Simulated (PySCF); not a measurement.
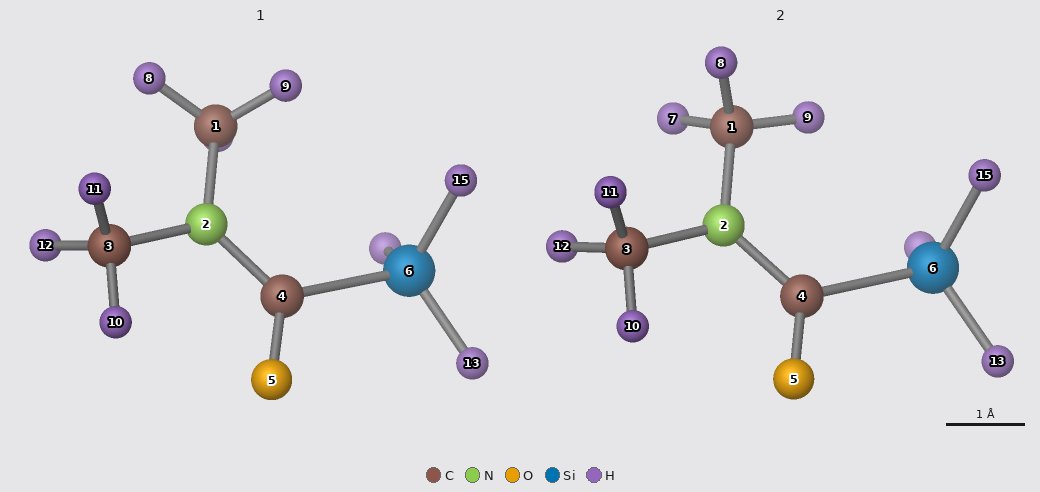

Two geometries of C$_{3}$H$_{9}$NOSi, drawn at one scale. One is the start of a relaxation, the other its converged end. A ball-and-stick model, seen at a tilt.

Computed with PySCF 2.14.0, density-fitted response routines, PBE0-D3(BJ)/def2-SVP geometry optimisation, gas phase. 

### Which geometry has the lower energy?

Structure 2 is the relaxed one. The start comes from GFN2-xTB. The energy falls by 12.2 kJ/mol in 19 geometry steps. The largest moves after the best rigid fit, 0.90 Å, are those of H atoms. By element the largest moves are H 0.90 Å, Si 0.11 Å, C 0.08 Å, N 0.06 Å, O 0.04 Å. Some distances before and after: H–Si 1.455 → 1.487 Å, H–Si 1.467 → 1.497 Å, C–Si 1.919 → 1.937 Å, C–N 1.351 → 1.367 Å. Bond angles that change, for instance: C–Si–H 108.7° → 112.0°, N–C–H 108.8° → 111.3°. Groups turn about C–N by about 55°. The run took 120 s on 1 thread of Arm Neoverse V2 (shared host).
